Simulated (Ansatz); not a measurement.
System: ClH₃S₂Si (SMILES S[SiH](S)Cl).

Input file:

```
crystal:
  periodic: [false, false, false]
  atoms:
    - { symbol: S, position_ang: [-0.6991, 1.2526, -1.4159] }
    - { symbol: Si, position_ang: [-0.0123, 0.0734, 0.1538] }
    - { symbol: S, position_ang: [1.8718, -0.7016, -0.3827] }
    - { symbol: Cl, position_ang: [-1.2286, -1.4624, 0.4651] }
    - { symbol: H, position_ang: [-1.9771, 1.4442, -0.9427] }
    - { symbol: H, position_ang: [0.0797, 0.874, 1.4091] }
    - { symbol: H, position_ang: [2.0269, -1.5481, 0.6677] }
basis:
  gaussian: { orbitals: cc-pVDZ }
hamiltonian:
  xc: pbe
  dispersion: d4
relax:
  f_tol: 0.015
  max_steps: 40
output:
  orbitals: {}
```

Command:

```sh
ansatz run input.yaml --threads 1 --pin off --max-ram 2048MiB --backend cpu --events-out ev --progress --plain --runs-dir out
```

The fields are those of the relaxed geometry.

Level of theory: RKS PBE-D4/cc-pVDZ in Ansatz 0.2.0.

What can the converged electron density and electron localisation function tell about the bonding?

Answer. Si–Cl (2.11 Å): ρ at the midpoint is about 0.79 e/Å³; the ELF peaks at about 0.85 between the atoms (a polar covalent bond).
Si–S (2.16 Å): the density is about 0.79 e/Å³ at the midpoint; the ELF peaks at about 0.90 between the atoms (a covalent bond).

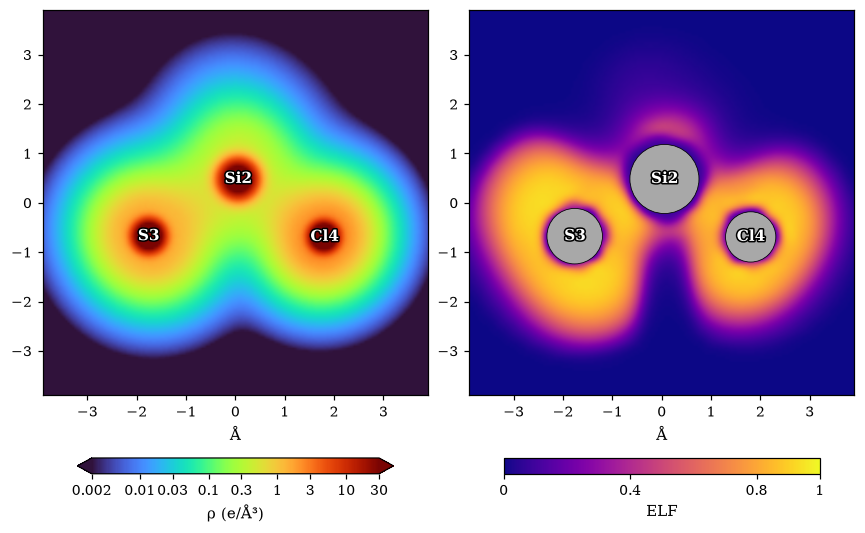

Computed electron density and electron localisation function on the plane of atoms S3, Si2 and Cl4, in this order. Grey discs cover the atomic cores in the ELF map. 
